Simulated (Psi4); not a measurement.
# SiH3Cl (SiClH3): levels of theory compared

We compute a comparison of 6 runs (HF/STO-3G, CAM-B3LYP/6-31+G*, MP2/aug-cc-pV(D+d)Z, EOM-CCSD/6-31G*, EOM-CC2/cc-pV(D+d)Z) of SiH3Cl (SiClH3). 

The calculation is run with Psi4 1.11.

5 further runs of the same task are left out: 1 that didn't finish, 4 set aside as unsound or not needed.

### 1 The structure to begin with

The species is SiH3Cl (5 atoms), meant as a singlet with charge 0. As SMILES, `[H][Si]([H])([H])Cl`. The coordinates come from a GFN2-xTB relaxation.

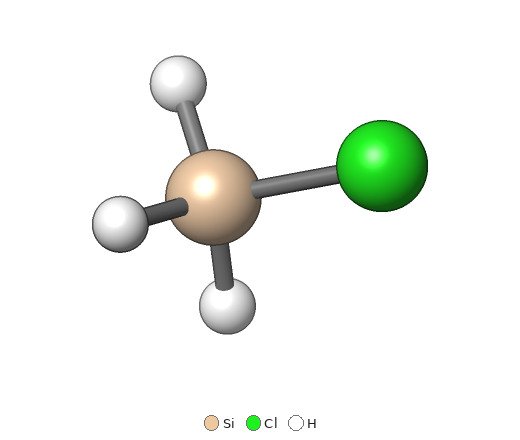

Viewed from a chosen angle; silicon light orange, chlorine green, hydrogen white.

### 2 A single-point energy at HF/STO-3G (run 1)

The input, clh3si.json:

```json
{
 "schema_name": "qcschema_input",
 "schema_version": 1,
 "molecule": {
  "schema_name": "qcschema_molecule",
  "schema_version": 2,
  "symbols": ["Si", "Cl", "H", "H", "H"],
  "geometry": [0.00054802, 0.00366607, -0.24454946, 0.02020117, -0.03938189, 3.55387564, 2.61222511, 0.02118383, -1.12421697, -1.32422558, 2.27466334, -1.07049206, -1.30872983, -2.26015024, -1.11463606],
  "molecular_charge": 0,
  "molecular_multiplicity": 1,
  "fix_symmetry": "c1",
  "fix_com": true,
  "fix_orientation": true
 },
 "driver": "energy",
 "model": {
  "method": "hf",
  "basis": "STO-3G"
 },
 "keywords": {
  "puream": true,
  "e_convergence": 1e-09,
  "d_convergence": 1e-08,
  "scf_type": "pk",
  "scf_properties": ["DIPOLE", "WIBERG_LOWDIN_INDICES", "QUADRUPOLE"]
 }
}
```

Started as:

```
$ psi4 --qcschema clh3si.json -n 1 --memory 1600MB
```

stdout:

```text
[...]
  Running in c1 symmetry.
[...]
  Nuclear repulsion =   88.098848326035707
[...]
  Multiplicity = 1
[...]
  Nalpha       = 17
  Nbeta        = 17
[...]
    Number of basis functions: 21
[...]
   @RHF iter   1:  -741.94809138424341   -1.32028e+00   7.45529e-03 ADIIS/DIIS
[...]
   @RHF iter   8:  -741.97294126895440    0.00000e+00   1.32876e-09 DIIS
[...]
    Orbital Energies [Eh]
    ---------------------
    Doubly Occupied:
       1A   -103.636003     2A    -68.060376     3A    -10.329253
       4A     -7.773085     5A     -7.767496     6A     -7.767494
       7A     -6.037877     8A     -4.064325     9A     -4.062357
      10A     -4.062355    11A     -1.013074    12A     -0.703569
      13A     -0.489310    14A     -0.489201    15A     -0.444747
      16A     -0.375704    17A     -0.375589
[...]
  @RHF Final Energy:  -741.97294126895440
   => Energetics <=
    Nuclear Repulsion Energy =             88.0988483260357071
    One-Electron Energy =               -1205.2399503435387942
    Two-Electron Energy =                 375.1681607485487007
    Total Energy =                       -741.9729412689544006
[...]
 Multipole Moments:
 ------------------------------------------------------------------------------------
     Multipole            Electronic (a.u.)      Nuclear  (a.u.)        Total (a.u.)
 ------------------------------------------------------------------------------------
 L = 1.  Multiply by 2.5417464519 to convert [e a0] to [Debye]
 Dipole X            :         -0.3333102            0.3303619           -0.0029484
 Dipole Y            :          0.5960836           -0.5824702            0.0136133
 Dipole Z            :        -54.7692098           53.6828483           -1.0863615
 Magnitude           :                                                    1.0864508
 L = 2.  Multiply by 1.3450342976 to convert [e a0^2] to [Debye ang]
 Quadrupole XX       :        -29.0782999           10.2970089          -18.7812911
 Quadrupole XY       :          0.0122114           -0.0124008           -0.0001894
[...]
```

The result, in JSON:

```text
{
 "driver": "energy",
 "model": {
  "method": "hf",
  "basis": "STO-3G"
 },
 "success": true,
 "return_result": -741.9729412689544,
 "properties": {
  "calcinfo_nbasis": 21,
  "calcinfo_nmo": 21,
  "calcinfo_nalpha": 17,
  "calcinfo_nbeta": 17,
  "calcinfo_natom": 5,
  "nuclear_repulsion_energy": 88.09884832603571,
  "return_energy": -741.9729412689544,
  "scf_one_electron_energy": -1205.2399503435388,
  "scf_two_electron_energy": 375.1681607485487,
  "scf_dipole_moment": [-0.002948357036020255, 0.013613347878246751, -1.08636147976015],
  "scf_total_energy": -741.9729412689544,
  "scf_iterations": 8
 }
}
```

Run time: 1.4 s. Hardware: 1 thread of Intel Xeon 6975P-C (Granite Rapids), shared host; peak memory 0.18 GiB.

### 3 Energy and gradient at CAM-B3LYP/6-31+G(d) (spherical functions) (run 2)

The input, job.py:

```python
import psi4

psi4.set_memory('1600 MB')
psi4.set_num_threads(1)
psi4.set_output_file('clh3si.out', False)

mol = psi4.geometry("""
0 1
Si     0.000290     0.001940    -0.129410
Cl     0.010690    -0.020840     1.880630
H      1.382330     0.011210    -0.594910
H     -0.700750     1.203700    -0.566480
H     -0.692550    -1.196020    -0.589840
symmetry c1
""")

psi4.set_options({
    'basis': '6-31+G*',
    'puream': True,
    'e_convergence': 1e-09,
    'd_convergence': 1e-08,
    'scf_type': 'pk',
    'dft_radial_points': 99,
    'dft_spherical_points': 590,
})

E, wfn = psi4.gradient('cam-b3lyp', molecule=mol, return_wfn=True)
print('gradient / Eh bohr^-1')
print(E.np.round(6))
print(f'energy = {wfn.energy():.10f} Eh')
```

Started as:

```
$ python job.py
```

clh3si.out:

```text
[...]
  Running in c1 symmetry.
[...]
  Nuclear repulsion =   88.098848297496644
[...]
  Multiplicity = 1
[...]
  Nalpha       = 17
  Nbeta        = 17
[...]
    Number of basis functions: 50
[...]
   @RKS iter   1:  -751.48629967020338   -2.75890e-01   3.23237e-03 ADIIS/DIIS
[...]
   @RKS iter   9:  -751.50420940828621   -1.36424e-12   2.46193e-09 DIIS
[...]
    Orbital Energies [Eh]
    ---------------------
    Doubly Occupied:
       1A   -101.595311     2A    -66.228432     3A     -9.530354
       4A     -7.291947     5A     -7.285658     6A     -7.285652
       7A     -5.392790     8A     -3.753199     9A     -3.749524
      10A     -3.749522    11A     -0.922155    12A     -0.634856
      13A     -0.463485    14A     -0.460911    15A     -0.460866
      16A     -0.382709    17A     -0.382545
[...]
  @RKS Final Energy:  -751.50420940828621
   => Energetics <=
    Nuclear Repulsion Energy =             88.0988482974966445
    One-Electron Energy =               -1213.5848365062411176
    Two-Electron Energy =                 412.2986307734661295
    DFT Exchange-Correlation Energy =     -38.3168519730079780
    Empirical Dispersion Energy =           0.0000000000000000
    VV10 Nonlocal Energy =                  0.0000000000000000
    Total Energy =                       -751.5042094082862150
[...]
 Multipole Moments:
 ------------------------------------------------------------------------------------
     Multipole            Electronic (a.u.)      Nuclear  (a.u.)        Total (a.u.)
 ------------------------------------------------------------------------------------
 L = 1.  Multiply by 2.5417464519 to convert [e a0] to [Debye]
 Dipole X            :          0.0295051           -0.0308509           -0.0013458
 Dipole Y            :         -0.0475450            0.0558927            0.0083477
 Dipole Z            :          4.4741411           -5.1222881           -0.6481469
 Magnitude           :                                                    0.6482021
[...]
  -Total Gradient:
     Atom            X                  Y                   Z
    ------   -----------------  -----------------  -----------------
       1        0.000361743748     0.000024776910     0.013737645196
       2       -0.000295386653     0.000188949602    -0.024758957131
       3       -0.007133491230    -0.000079319657     0.003605914807
       4        0.003567914631    -0.006246518204     0.003593262636
       5        0.003498951091     0.006112122153     0.003825448692
[...]
```

The script printed:

```text
gradient / Eh bohr^-1
[[ 3.6200e-04  2.5000e-05  1.3738e-02]
 [-2.9500e-04  1.8900e-04 -2.4759e-02]
 [-7.1330e-03 -7.9000e-05  3.6060e-03]
 [ 3.5680e-03 -6.2470e-03  3.5930e-03]
 [ 3.4990e-03  6.1120e-03  3.8250e-03]]
energy = -751.5042094083 Eh
```

It took 6.9 s on 1 thread of Intel Xeon 6975P-C (Granite Rapids), shared host; peak memory 0.6 GiB.

Runs 3 to 5 aren't shown in full; the table further down has their settings and results.

### 4 The vertical excitations at EOM-CC2/cc-pV(D+d)Z (density fitting) (run 6)

The input, clh3si.in:

```
memory 1600 mb

molecule {
  0 1
  Si     0.000290     0.001940    -0.129410
  Cl     0.010690    -0.020840     1.880630
  H      1.382330     0.011210    -0.594910
  H     -0.700750     1.203700    -0.566480
  H     -0.692550    -1.196020    -0.589840
  symmetry c1
}

set {
  basis cc-pV(D+d)Z
  scf_type df
  freeze_core true
  roots_per_irrep [3]
}

energy("eom-cc2")
print_variables()
```

Started as:

```
$ psi4 -n 1 clh3si.in clh3si.out
```

clh3si.out:

```text
[...]
  Running in c1 symmetry.
[...]
  Nuclear repulsion =   88.098848297496644
[...]
  Multiplicity = 1
[...]
  Nalpha       = 17
  Nbeta        = 17
[...]
    Number of basis functions: 61
[...]
   @DF-RHF iter   1:  -750.20792522567933   -2.98624e-01   2.30453e-03 ADIIS/DIIS
[...]
   @DF-RHF iter  10:  -750.22945913945716   -2.27374e-12   1.71032e-09 DIIS
[...]
    Orbital Energies [Eh]
    ---------------------
    Doubly Occupied:
       1A   -104.822900     2A    -68.817488     3A    -10.553233
       4A     -8.020381     5A     -8.017694     6A     -8.017692
       7A     -6.165471     8A     -4.272837     9A     -4.270761
      10A     -4.270760    11A     -1.106685    12A     -0.735654
      13A     -0.534995    14A     -0.534927    15A     -0.534504
      16A     -0.451255    17A     -0.451070
[...]
  @DF-RHF Final Energy:  -750.22945913945716
   => Energetics <=
    Nuclear Repulsion Energy =             88.0988482974966445
    One-Electron Energy =               -1213.4999978944620125
    Two-Electron Energy =                 375.1716904575081344
    Total Energy =                       -750.2294591394571626
[...]
 Multipole Moments:
 ------------------------------------------------------------------------------------
     Multipole            Electronic (a.u.)      Nuclear  (a.u.)        Total (a.u.)
 ------------------------------------------------------------------------------------
 L = 1.  Multiply by 2.5417464519 to convert [e a0] to [Debye]
 Dipole X            :          0.0302228           -0.0308509           -0.0006281
 Dipole Y            :         -0.0482900            0.0558927            0.0076027
 Dipole Z            :          4.5532044           -5.1222881           -0.5690837
 Magnitude           :                                                    0.5691348
[...]
      * MP2 total energy                      = -750.472231092926563
[...]
                     Excitation Energy              Total Energy
[...]
```

Run time: 6.3 s. Hardware: 1 thread of Intel Xeon 6975P-C (Granite Rapids), shared host; peak memory 0.31 GiB.

The roots found:

```
excited state  energy (eV)
            1        8.429
            2        8.434
            3        9.746
```

### 5 Overview of the runs

```csv
run,level,task,integration grid,energy (Eh),HOMO energy (eV),LUMO energy (eV),HOMO–LUMO gap (eV),wall time
1,HF/STO-3G,energy,–,-741.972941,-10.22,10.21,20.43,1.4 s
2,CAM-B3LYP/6-31+G* (spherical functions),gradient,99 radial × 590 angular,-751.504209,-10.41,0.45,10.86,6.9 s
3,"MP2/aug-cc-pV(D+d)Z (density fitting for correlation, Cartesian functions)",energy,–,-750.496435,-12.31,1.02,13.33,4.5 s
4,"EOM-CCSD/6-31G* (density fitting, Cartesian functions)",excited,–,-750.437335,-12.28,3.21,15.49,5.7 s
5,EOM-CC2/cc-pV(D+d)Z (density fitting with cc-pvtz-jkfit),excited,–,-750.473440,-12.27,3.62,15.90,6.6 s
6,EOM-CC2/cc-pV(D+d)Z (density fitting),excited,–,-750.473395,-12.27,3.62,15.90,6.3 s
```

### 6 Results

| quantity | value |
| --- | --- |
| run 6: ground-state or mean-field energy | -750.47339 Eh |
| run 6: HOMO energy (Hartree–Fock orbitals) | -12.27 eV |
| run 6: LUMO energy (Hartree–Fock orbitals) | 3.62 eV |
| run 6: HOMO–LUMO gap (Hartree–Fock orbitals) | 15.90 eV |
| run 6: T1 diagnostic | 0.008 |
| run 6: lowest excitation energy | 8.43 eV |

What this shows: In run 1 the basis is minimal, so the values are rough. All runs together took 31 s, the longest 6.9 s.
